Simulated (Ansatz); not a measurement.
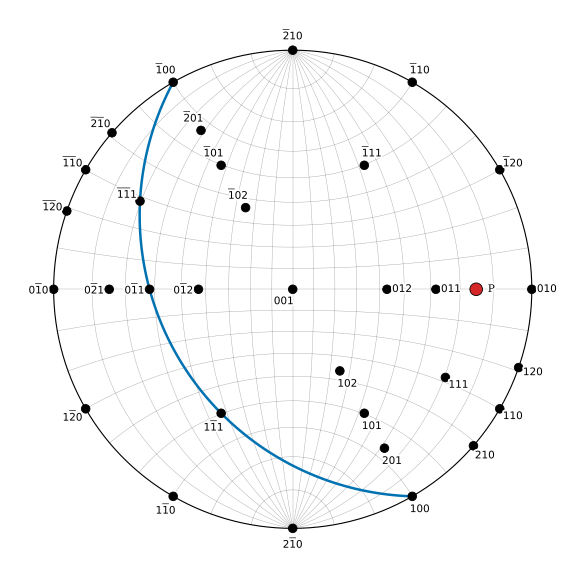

Crystal: Ho, the input geometry of an electronic-structure calculation (not necessarily at equilibrium). Stereographic projection of plane normals (upper hemisphere) centred on (0 0 1). Symmetry computed with spglib at a tolerance of 0.002 Å; standard conventional cell.

a = 3.660 Å, b = 3.660 Å, c = 5.918 Å, α = 90.00°, β = 90.00°, γ = 120.00°.

### Index the pole marked P.

P is (0 2 1), in four indices (0 2 −2 1), 75.0° from the centre.

### Which zone does the coloured great circle trace?

The zone [0 1 1]: its poles satisfy k + l = 0.

### What is the angle between the normals of (−2 −1 0) and (−2 0 1), and what are their d_hkl = 1/|g|?

24.1°; d = 1.198 Å and 1.531 Å.
